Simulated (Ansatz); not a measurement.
Response to strain in Be

The parent structure is Be in the hcp (Mg type) structure (space group P6_3/mmc, No. 194; a = 2.2627 Å, c = 3.5664 Å; relaxed with 0.1 eV smearing).

Strains are applied to the cell and any free atomic positions relax.

The values are results of Ansatz (an electronic-structure program), PBE, PAW, cutoff 420 eV, spin-orbit coupling left out, not measurements.

Notes on the quantities. energy relative to the base: free energy F.

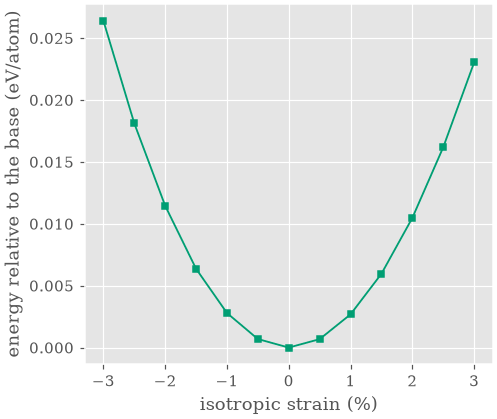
*Energy relative to the base against isotropic strain*

Q: From the plot, what is the energy relative to the base for isotropic strain −2.00 %?

A: About 0.011 eV/atom.

Q: Is the trend monotonic over the range shown?

A: No, it turns within the range, spanning 0 meV/atom to +26 meV/atom.

Stability against distortions was not tested.
